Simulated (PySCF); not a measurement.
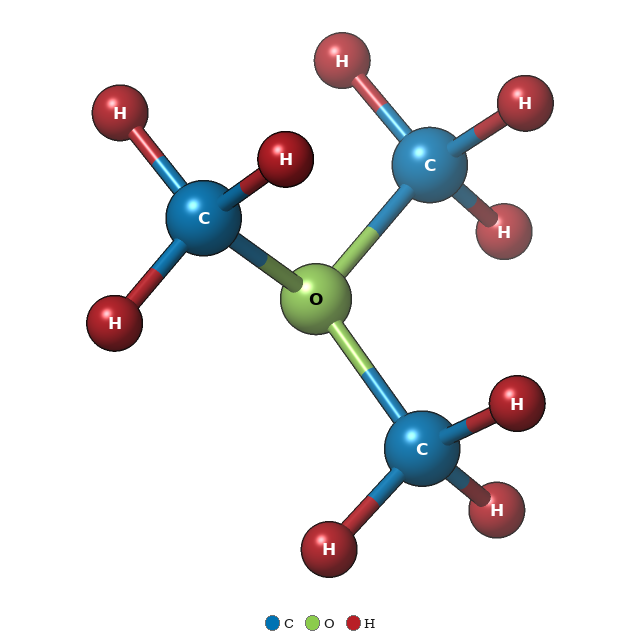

Distant atoms are faded towards the background colour. Charge +1, singlet. The geometry was computed by an optimisation with GFN2-xTB. No frequency run is at hand to confirm it as a minimum.

**Which symmetry elements does this geometry have?**

It has 1 C3 axis and 3 mirror planes, so the point group is C3v. The group has 6 operations. The geometry is achiral, and symmetry allows a dipole moment.
